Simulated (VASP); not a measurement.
Band structure of Ag2HgI4 (space group I-42m). All values below come from LDA (Ceperley-Alder, Perdew-Zunger), VASP's LDA PAW potentials (set 64) (plane waves; VASP).

Unless said otherwise, spin-orbit coupling is left out, though it shifts the bands of the heavy elements here.

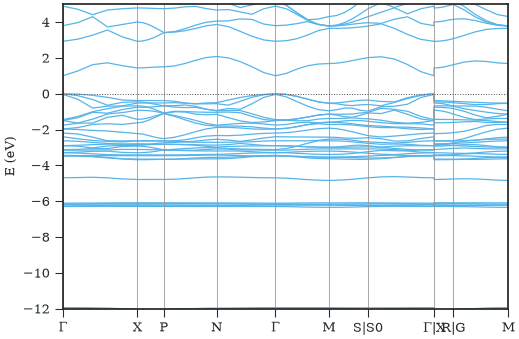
Figure. Bands along high-symmetry lines, zero at the valence-band maximum or, without a gap, the Fermi level

Q: Read the plot: is there a gap, and where are the band edges?

A: The gap is direct, 1.00 eV, from the valence maximum at Γ to the conduction minimum at Γ.

The structure comes from a computed database's Ag2HgI4 entry (I-42m); how it stands against other phases isn't given here. The cell was not relaxed at this level. The k-mesh is coarse (spacing up to 0.45 per Å, 2π included), so the numbers may not be converged in it.
